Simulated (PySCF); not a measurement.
# HgC (triplet): what the fields show

```tsv
atom	x (Å)	y (Å)	z (Å)
Hg	0.0000	0.0000	-0.1233
C	0.0000	0.0000	2.0757
```

Core potentials replace the inner electrons of Hg.

All numbers below come from PBE0/def2-SVP, non-relativistic Hamiltonian with scalar-relativistic core potentials where named, at a bond length of 2.199 Å (PySCF).

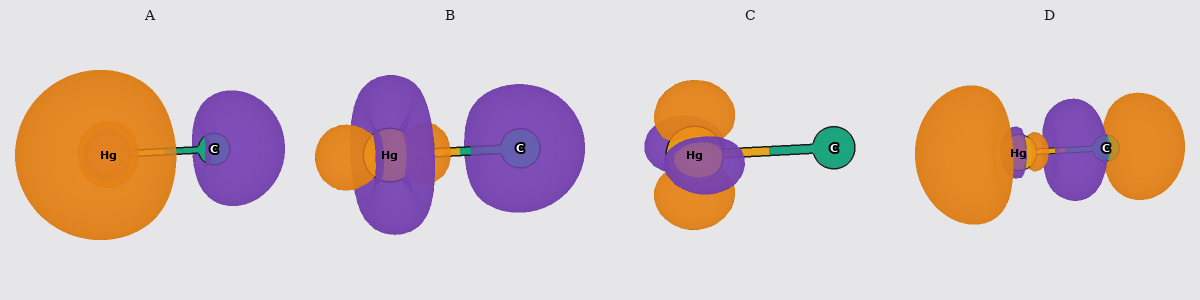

Figure 1. Four frontier β-spin orbitals, each drawn at the value that holds 80 % of its norm (orange and purple are the two phases), in no order; of a degenerate pair one member is drawn.

### Label each orbital by symmetry, say whether it is occupied, and order them by energy.

Orbital C: δ, occupied in this spin, −12.86 eV; almost wholly on Hg.
Orbital B: σ, occupied in this spin, −11.64 eV; shared between the atoms (Hg 60 %, C 40 %).
Orbital A: σ, occupied in this spin, −7.80 eV; shared between the atoms (Hg 70 %, C 30 %).
Orbital D: σ, empty in this spin, −2.37 eV; shared between the atoms (Hg 45 %, C 55 %).

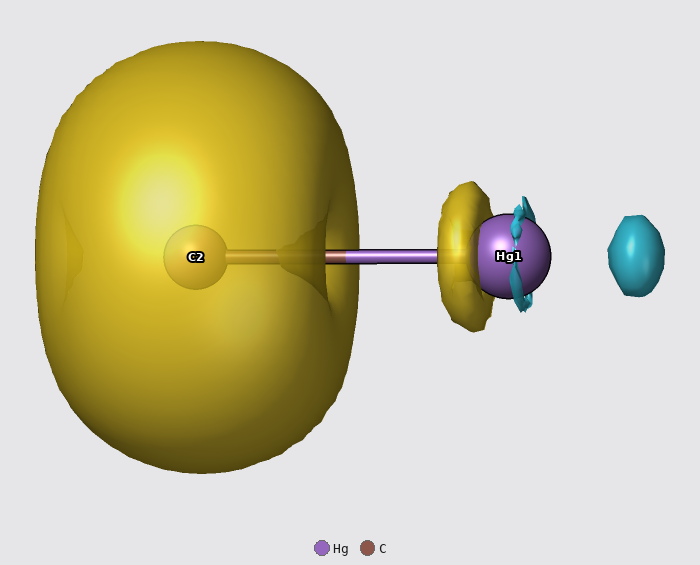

Figure 2. Isosurfaces of the spin density (α minus β) at +0.03 (yellow) and −0.03 e/Å³ (cyan), seen from one side.

### Which atoms carry the spin?

The unpaired spin (2 electrons) lies mostly on C2 (about 1.9) and Hg1 (about 0.1), in electrons by Hirshfeld's partition.

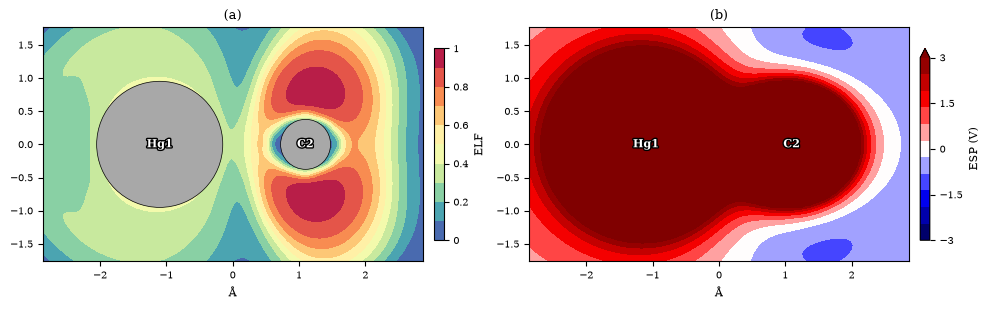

Figure 3. (a) electron localisation function; (b) molecular electrostatic potential on a plane that holds the molecular axis. Grey discs cover the atomic cores in the ELF map.

### Interpret the plot.

The section cuts through Hg and C sites. C–Hg (2.20 Å): the ELF peaks at about 0.60 in the valence shell of C, 0.7 Å from its nucleus, and is about 0.30 at the midpoint. The ELF also peaks beside C2, away from the bonds: non-bonding electrons, paired or unpaired. Outside the dense part of the molecule the potential is most negative (−0.9 V) near C2.
